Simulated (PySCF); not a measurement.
# One shape, several levels: triplet C2H7In

We compute a comparison of 6 runs (U-revPBE/def2-SVP, UBLYP/def2-SVP, UCAM-B3LYP/def2-SVP, UM06-L/def2-SVP, USVWN5/def2-SVP, UCCSD(T)/def2-SVP) of triplet C2H7In. The job is set up through a Python script.

The results are computed with PySCF 2.14.0.

## Step 1: The structure to begin with

The species is C2H7In (10 atoms), typed as a triplet with charge 0. As SMILES of the parent species, `C[CH2][InH2]`. The shape is that of a PBE0-D4/def2-TZVP optimisation. That shape belongs to the parent species and isn't relaxed for this state.

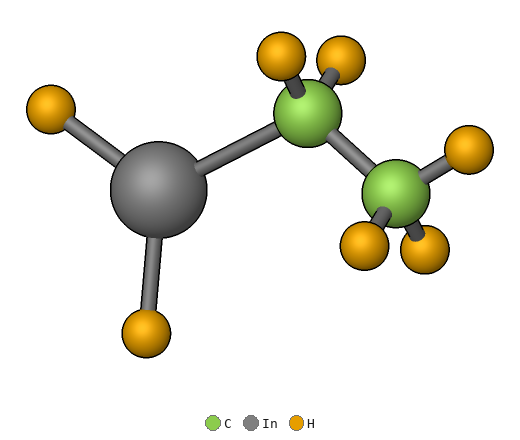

Viewed from a chosen angle; carbon green, indium grey, hydrogen amber.

## Step 2: The energy at U-revPBE/def2-SVP (core potential) (run 1)

Contents of job.py:

```python
from pyscf import gto, dft

molecule = gto.M(
    atom='''
C     -1.847585     0.723198    -1.690738
C     -0.594697    -1.191094     0.053479
In     2.748418     0.132659     2.006322
H     -3.524906    -0.061416    -2.616515
H     -0.568241     1.355312    -3.184566
H     -2.451164     2.414692    -0.669341
H     -0.042708    -2.892982    -0.987004
H     -1.914293    -1.844373     1.507812
H      4.381330    -1.829444     4.055541
H      3.813845     3.193637     1.525009
''',
    max_memory=1860,
    verbose=3,
    spin=2,
    ecp={'In': 'def2-svp'},
    charge=0,
    unit='bohr',
    basis='def2-svp',
)

myscf = dft.UKS(molecule, xc='revpbe')
myscf.conv_tol = 1e-10
myscf.grids.level = 5
myscf.kernel()
if not myscf.converged:
    myscf = myscf.newton().run(myscf.mo_coeff, myscf.mo_occ)

e_tot = myscf.e_tot
print('Final energy', e_tot)
```

Command:

```console
OMP_NUM_THREADS=1 python job.py
```

Log:

```text
WARN: HOMO -0.588296249660916 >= LUMO -0.624771555064129

WARN: HOMO -0.13294665156975 >= LUMO -0.219491401642982

WARN: HOMO -0.116707673328571 >= LUMO -0.219122641050392

WARN: HOMO -0.103008357452579 >= LUMO -0.235355597291983

WARN: HOMO -0.0858892093243107 >= LUMO -0.227367897726168

WARN: HOMO -0.0939763428153846 >= LUMO -0.23194354780891

WARN: HOMO -0.0940272595954408 >= LUMO -0.23419857101802

WARN: HOMO -0.0936544384650286 >= LUMO -0.234302239412201

WARN: HOMO -0.0942177902747048 >= LUMO -0.23691566231711

WARN: HOMO -0.0926411478444731 >= LUMO -0.237162202196624

WARN: HOMO -0.0926183684395703 >= LUMO -0.237489573940366

WARN: HOMO -0.092505047781211 >= LUMO -0.23774742562391

WARN: HOMO -0.092425154470785 >= LUMO -0.237796417325215

WARN: HOMO -0.0924315976622623 >= LUMO -0.237815630455353

WARN: HOMO -0.09242695451149 >= LUMO -0.237819036837514

WARN: HOMO -0.0924283854954258 >= LUMO -0.23781953358319

WARN: HOMO -0.0924292582358976 >= LUMO -0.237821145950331

WARN: HOMO -0.0924287010763312 >= LUMO -0.237820478755897

WARN: HOMO -0.0924289977923767 >= LUMO -0.237820451778927

WARN: HOMO -0.0924291033434894 >= LUMO -0.237820516329558

WARN: HOMO -0.092429020166394 >= LUMO -0.23782045794022

converged SCF energy = -270.33447120119  <S^2> = 2.0028161  2S+1 = 3.0018768
Final energy -270.3344712011901
```

Run time: 39 s. Hardware: 1 thread of Intel Xeon 6975P-C (Granite Rapids), shared host; peak memory 0.47 GiB.

## Step 3: The energy at UBLYP/def2-SVP (core potential) (run 2)

Contents of job.py:

```python
from pyscf import gto, dft

mol = gto.M(
    atom='''
C   -0.977700   0.382700  -0.894700
C   -0.314700  -0.630300   0.028300
In   1.454400   0.070200   1.061700
H   -1.865300  -0.032500  -1.384600
H   -0.300700   0.717200  -1.685200
H   -1.297100   1.277800  -0.354200
H   -0.022600  -1.530900  -0.522300
H   -1.013000  -0.976000   0.797900
H    2.318500  -0.968100   2.146100
H    2.018200   1.690000   0.807000
''',
    ecp={'In': 'def2-svp'},
    charge=0,
    max_memory=1860,
    spin=2,
    verbose=3,
    basis='def2-svp',
)

mf = dft.UKS(mol)
mf.xc = 'blyp'
mf.grids.level = 5
mf.conv_tol = 1e-10
mf.kernel()
if not mf.converged:
    mf = mf.newton().run(mf.mo_coeff, mf.mo_occ)

e_tot = mf.e_tot
print('E(%s) = %.9f' % ('BLYP', e_tot))
```

Command:

```console
OMP_NUM_THREADS=1 python job.py
```

Log:

```text
WARN: HOMO -0.585607784533728 >= LUMO -0.620112301750588

WARN: HOMO 0.107550166963565 >= LUMO 0.107744827723977

WARN: HOMO -0.135951761073828 >= LUMO -0.218593955309954

WARN: HOMO -0.110459094492194 >= LUMO -0.219608072015605

WARN: HOMO -0.0948236078200555 >= LUMO -0.232676506089714

WARN: HOMO -0.0780833920615276 >= LUMO -0.224641668107774

WARN: HOMO -0.0864182203621464 >= LUMO -0.230241751779943

WARN: HOMO -0.086608442711583 >= LUMO -0.232820353142708

WARN: HOMO -0.0860453729843336 >= LUMO -0.232526909109446

WARN: HOMO -0.0864809778910089 >= LUMO -0.234774631149606

WARN: HOMO -0.0848438935909392 >= LUMO -0.235691539769688

WARN: HOMO -0.0847175326352794 >= LUMO -0.235845598017605

WARN: HOMO -0.0847091957081627 >= LUMO -0.236483530952073

WARN: HOMO -0.0845371533088688 >= LUMO -0.236532344566172

WARN: HOMO -0.0845066657836355 >= LUMO -0.236592238422755

WARN: HOMO -0.0845120789165286 >= LUMO -0.236597419463848

WARN: HOMO -0.084516625625378 >= LUMO -0.236600565520377

WARN: HOMO -0.0845124354650331 >= LUMO -0.236601977226099

WARN: HOMO -0.0845134742037352 >= LUMO -0.236600543762511

WARN: HOMO -0.0845134343952072 >= LUMO -0.236600403183161

WARN: HOMO -0.0845135296306889 >= LUMO -0.236600365680704

WARN: HOMO -0.0845135516136999 >= LUMO -0.236600242951416

WARN: HOMO -0.0845135475689833 >= LUMO -0.236600341720804

SCF not converged.
SCF energy = -270.198149598188 after 50 cycles  <S^2> = 2.0021171  2S+1 = 3.0014111

WARN: HOMO -0.0845115105370521 >= LUMO -0.23659586680979

WARN: HOMO -0.0845135397946326 > LUMO -0.23660013594005722 was found in the canonicalized orbitals.

converged SCF energy = -270.198149658364  <S^2> = 2.0021172  2S+1 = 3.0014111
E(BLYP) = -270.198149658
```

Run time: 51 s. Hardware: 1 thread of Intel Xeon 6975P-C (Granite Rapids), shared host; peak memory 0.73 GiB.

## Step 4: A single-point energy at UCAM-B3LYP/def2-SVP (core potential) (run 3)

Contents of job.py:

```python
from pyscf import gto, dft

mol = gto.Mole()
mol.atom = '''
C       -0.977700       0.382700      -0.894700
C       -0.314700      -0.630300       0.028300
In       1.454400       0.070200       1.061700
H       -1.865300      -0.032500      -1.384600
H       -0.300700       0.717200      -1.685200
H       -1.297100       1.277800      -0.354200
H       -0.022600      -1.530900      -0.522300
H       -1.013000      -0.976000       0.797900
H        2.318500      -0.968100       2.146100
H        2.018200       1.690000       0.807000
'''
mol.ecp = {'In': 'def2-svp'}
mol.verbose = 3
mol.spin = 2
mol.basis = 'def2-svp'
mol.max_memory = 1860
mol.charge = 0
mol.build()

myscf = dft.UKS(mol, xc='cam-b3lyp')
myscf.conv_tol = 1e-10
myscf.grids.level = 5
myscf.kernel()
if not myscf.converged:
    myscf = myscf.newton().run(myscf.mo_coeff, myscf.mo_occ)

e_final = myscf.e_tot
print('Final energy', e_final)
```

Command:

```console
OMP_NUM_THREADS=1 python job.py
```

Log:

```text
WARN: HOMO -0.537555414387205 >= LUMO -0.632675032223262

WARN: HOMO -0.0410745471160059 >= LUMO -0.0462573620931371

WARN: HOMO -0.0776156225200637 >= LUMO -0.216454381668877

WARN: HOMO -0.139378119634664 >= LUMO -0.22080567480374

WARN: HOMO -0.147037433972649 >= LUMO -0.181618616043899

WARN: HOMO -0.15359887557641 >= LUMO -0.179817972032339

WARN: HOMO -0.153516901755035 >= LUMO -0.176041335190041

WARN: HOMO -0.153317536445583 >= LUMO -0.175663023093088

WARN: HOMO -0.153291186296821 >= LUMO -0.175698842870466

WARN: HOMO -0.153348550685271 >= LUMO -0.175696549077067

WARN: HOMO -0.153357835631617 >= LUMO -0.175665776537674

WARN: HOMO -0.153341860838271 >= LUMO -0.175670855151642

WARN: HOMO -0.153346985511307 >= LUMO -0.175675356219523

WARN: HOMO -0.153340909188897 >= LUMO -0.175669310146338

WARN: HOMO -0.153338013073984 >= LUMO -0.175678256489221

WARN: HOMO -0.153335496646314 >= LUMO -0.175672448493787

WARN: HOMO -0.153335297775582 >= LUMO -0.175674550559554

WARN: HOMO -0.153335079287883 >= LUMO -0.175674365090643

WARN: HOMO -0.153334932495589 >= LUMO -0.175674439142069

converged SCF energy = -270.222589535287  <S^2> = 2.0047465  2S+1 = 3.0031627
Final energy -270.222589535287
```

It took 45 s on 1 thread of Intel Xeon 6975P-C (Granite Rapids), shared host; peak memory 0.47 GiB.

Runs 4 to 5 aren't shown in full; the table further down has their settings and results.

## Step 5: A single-point energy at UCCSD(T)/def2-SVP (core potential) (run 6)

Contents of job.py:

```python
from pyscf import gto, scf, cc

molecule = gto.Mole()
molecule.atom = [
    ('C', (-0.977700, 0.382700, -0.894700)),
    ('C', (-0.314700, -0.630300, 0.028300)),
    ('In', (1.454400, 0.070200, 1.061700)),
    ('H', (-1.865300, -0.032500, -1.384600)),
    ('H', (-0.300700, 0.717200, -1.685200)),
    ('H', (-1.297100, 1.277800, -0.354200)),
    ('H', (-0.022600, -1.530900, -0.522300)),
    ('H', (-1.013000, -0.976000, 0.797900)),
    ('H', (2.318500, -0.968100, 2.146100)),
    ('H', (2.018200, 1.690000, 0.807000)),
]
molecule.charge = 0
molecule.max_memory = 1860
molecule.verbose = 3
molecule.ecp = {'In': 'def2-svp'}
molecule.basis = 'def2-svp'
molecule.spin = 2
molecule.build()

mf = scf.UHF(molecule)
mf.conv_tol = 1e-10
mf.kernel()
if not mf.converged:
    mf = mf.newton().run(mf.mo_coeff, mf.mo_occ)

mycc = cc.CCSD(mf, frozen=6)
mycc.kernel()
e_t = mycc.ccsd_t()
e_final = mycc.e_tot + e_t
print('E(%s) = %.9f' % ('CCSD(T)', e_final))
```

Command:

```console
OMP_NUM_THREADS=1 python job.py
```

Log:

```text
WARN: HOMO -0.453699537973186 >= LUMO -0.607412141322058

WARN: HOMO -0.00129643804696222 >= LUMO -0.110841266106927

converged SCF energy = -268.772013849587  <S^2> = 2.0142497  2S+1 = 3.0094848
E(UCCSD) = -269.1987777410444  E_corr = -0.4267638914569932
UCCSD(T) correction = -0.0130933804279475
E(CCSD(T)) = -269.211871121
```

Wall time 2.3 min (1 thread of Intel Xeon 6975P-C (Granite Rapids), shared host); peak memory 2 GiB.

## Step 6: Overview of the runs

```tsv
run	level	integration grid	frozen core orbitals	energy (Eh)	dipole moment (D) of the reference	HOMO energy (eV)	⟨S²⟩	wall time
1	U-revPBE/def2-SVP (core potential)	5	–	-270.334471	4.42	-2.52	2.003	39 s
2	UBLYP/def2-SVP (core potential)	5	–	-270.198150	4.39	-2.30	2.002	51 s
3	UCAM-B3LYP/def2-SVP (core potential)	5	–	-270.222590	4.81	-4.17	2.005	45 s
4	UM06-L/def2-SVP (core potential)	5	–	-270.428228	4.69	-2.29	2.004	65 s
5	USVWN5/def2-SVP (core potential)	5	–	-269.209362	4.33	-2.60	2.001	87 s
6	UCCSD(T)/def2-SVP (core potential)	–	6	-269.211871	5.75	-4.90	2.014	2.3 min
```

## Step 7: Outcome

| quantity | value |
| --- | --- |
| run 6: total energy | -269.21187 Eh |
| run 6: dipole moment (Hartree–Fock density) | 5.75 D |
| run 6: HOMO energy (Hartree–Fock orbitals) (highest over α and β) | -4.90 eV |
| run 6: LUMO energy (Hartree–Fock orbitals) (lowest over α and β) | -1.75 eV |
| run 6: correlation energy (6 core orbitals frozen) | -439.9 mEh |
| run 6: (T) correction | -13.09 mEh |
| run 6: ⟨S²⟩ | 2.014 |
| run 6: T1 diagnostic | 0.020 |

Among the runs that give it from their own density at one geometry, the dipole moment runs from 4.33 D (USVWN5/def2-SVP) to 4.81 D (UCAM-B3LYP/def2-SVP). Totals of different functionals can't be ranked against each other. All runs together took 7.1 min, the longest 2.3 min.
